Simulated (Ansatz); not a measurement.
# GeH3 (SMILES [GeH3]): U-wB97M-V/def2-TZVPP

Aim: the vertical doublet–quartet gap of GeH3 at U-wB97M-V/def2-TZVPP, from 2 runs. 

The calculation is run with Ansatz 0.2.0.

41 further runs of the same task are left out: 41 set aside as unsound or not needed.

### 1 The molecule

The species is GeH3 (4 atoms), meant as a doublet with charge 0. SMILES: `[GeH3]`. The coordinates come from a PBE0-D4/def2-TZVP relaxation.

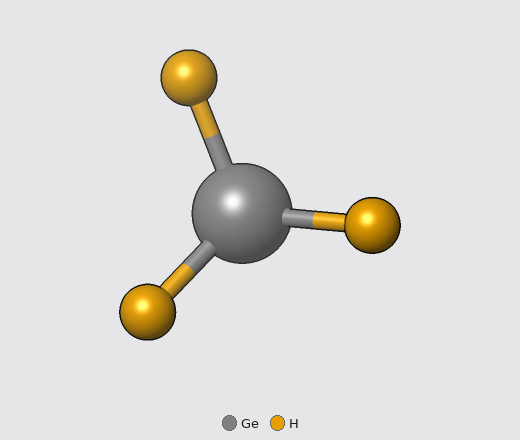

The structure, seen from a chosen angle (germanium grey, hydrogen amber).

### 2 The energy at U-wB97M-V/def2-TZVPP

Contents of input.yaml:

```yaml
crystal:
  periodic: [false, false, false]
  atoms:
    - {symbol: Ge, position_ang: [0.214600, -0.125900, -0.249400]}
    - {symbol: H, position_ang: [1.055000, 0.109600, 1.018300]}
    - {symbol: H, position_ang: [-0.882800, -1.175900, -0.000100]}
    - {symbol: H, position_ang: [-0.386800, 1.192200, -0.768800]}
basis:
  gaussian: {orbitals: def2-TZVPP}
magnetization: {spin_polarized: true, initial_magnetization: 1}
hamiltonian: {xc: {name: wB97M-V}}
accuracy: high
output: {orbitals: {seedname: orbitals}}
```

The run is started by

```bash
$ ansatz run input.yaml --threads 1 --pin off --max-ram 3480MiB --events-out events.jsonl --progress --plain --runs-dir runs
```

The log of the run:

```text
Warning: RAYON_NUM_THREADS=1 ignored (pool sized by the plan → 1); use --threads N
Functional definition: wB97M-V
  name "wB97M-V"
  parameter omega = 0.3/bohr
  parameter cx = 0.15
  parameter cx01 = 1.007
  parameter cx10 = 0.259
  parameter css00 = 0.443
  parameter css04 = -1.437
  parameter css10 = -4.535
  parameter css20 = -3.390
  parameter css43 = 4.278
  parameter cos00 = 1.000
  parameter cos10 = 1.358
  parameter cos20 = 2.924
  parameter cos21 = -8.812
  parameter cos60 = -1.390
  parameter cos61 = 9.142
  parameter b = 6.0
  parameter c = 0.01
  gx(w, u) = 1 - cx + cx01*u + cx10*w
  gss(w, u) = css00 + css04*u^4 + css10*w + css20*w^2 + css43*w^4*u^3
  gos(w, u) = cos00 + cos10*w + (cos20 + cos21*u)*w^2 + (cos60 + cos61*u)*w^6
  exchange = spin_sum(e_x_unif_sr(omega)*gx(b97_w, b97_u_x)) + cx*exact_x_sr(omega) + exact_x_lr(omega)
  correlation = spin_sum(e_c_pw_mod_same_spin*gss(b97_w, b97_u_same))
      + integral(e_c_pw_mod_opposite_spin*gos(b97_w_opposite, b97_u_opposite)) + vv10(b, c)
1427 factors; integrals over basis functions are off by at most 4.4e-9 eV
262 factors; integrals over basis functions are off by at most 1.7e-9 eV
mean field evaluation 1: about -56561.7249 eV, gradient 1.0e1 eV
mean field evaluation 2: about -56561.8808 eV, gradient 9.0e0 eV
mean field evaluation 4: about -56561.9832 eV, gradient 9.2e-1 eV
mean field evaluation 8: about -56562.0024 eV, gradient 6.7e-2 eV
mean field evaluation 16: about -56562.0025 eV, gradient 1.1e-5 eV
mean field -56562.00249977 eV, -2078.6152527641 hartree, gradient 9.2e-8 eV, S^2 0.751247; 0 other end points of the search recorded, 0 dependent functions left out
reference -56562.00250318 eV, -2078.6152528894 hartree; 18, 17 occupied and 72, 73 virtual orbitals, 1427 factors
Total energy: -56562.00250318 eV, -2078.6152528894 hartree
```

Run time: 42 s. Hardware: 1 thread of Arm Neoverse V1, shared host; peak memory 0.58 GiB.

### 3 The quartet, same level

Contents of in.yaml:

```yaml
crystal:
  periodic: [false, false, false]
  atoms:
    - {symbol: Ge, position_ang: [0.214600, -0.125900, -0.249400]}
    - {symbol: H, position_ang: [1.055000, 0.109600, 1.018300]}
    - {symbol: H, position_ang: [-0.882800, -1.175900, -0.000100]}
    - {symbol: H, position_ang: [-0.386800, 1.192200, -0.768800]}
basis:
  gaussian:
    orbitals: def2-TZVPP
magnetization:
  spin_polarized: true
  initial_magnetization: 3
hamiltonian:
  xc: {name: wB97M-V}
accuracy: high
output: {orbitals: {seedname: orbitals}}
```

The run is started by

```bash
$ ansatz run in.yaml --threads 1 --pin off --max-ram 3480MiB --events-out events.jsonl --progress --plain --runs-dir runs
```

The log of the run (excerpt; [...] marks lines left out):

```text
Warning: RAYON_NUM_THREADS=1 ignored (pool sized by the plan → 1); use --threads N
[... 2 set-up lines as earlier in the session ...]
[...]
  gx(w, u) = 1 - cx + cx01*u + cx10*w
  gss(w, u) = css00 + css04*u^4 + css10*w + css20*w^2 + css43*w^4*u^3
  gos(w, u) = cos00 + cos10*w + (cos20 + cos21*u)*w^2 + (cos60 + cos61*u)*w^6
[...]
      + integral(e_c_pw_mod_opposite_spin*gos(b97_w_opposite, b97_u_opposite)) + vv10(b, c)
1427 factors; integrals over basis functions are off by at most 4.4e-9 eV
262 factors; integrals over basis functions are off by at most 1.7e-9 eV
[...]
mean field -56553.74977356 eV, -2078.3119706700 hartree, gradient 6.4e-8 eV, S^2 3.753215; 6 other end points of the search recorded, 0 dependent functions left out
reference -56553.74977671 eV, -2078.3119707857 hartree; 19, 16 occupied and 71, 74 virtual orbitals, 1427 factors
Total energy: -56553.74977671 eV, -2078.3119707857 hartree
```

Wall time 66 s (1 thread of Arm Neoverse V1, shared host); peak memory 0.58 GiB.

### 4 Outcome

Level: U-wB97M-V/def2-TZVPP.

| quantity | value |
| --- | --- |
| doublet: total energy | -2078.61525 Eh |
| doublet: HOMO energy (highest over α and β) | -8.26 eV |
| doublet: LUMO energy (lowest over α and β) | -0.92 eV |
| doublet: ⟨S²⟩ | 0.751 |
| quartet: total energy | -2078.31197 Eh |
| quartet: HOMO energy (highest over α and β) | -3.83 eV |
| quartet: ⟨S²⟩ | 3.753 |
| vertical energy of the quartet above the doublet | 8.253 eV |

At this shape the quartet lies 8.25 eV (190 kcal/mol) above the doublet.
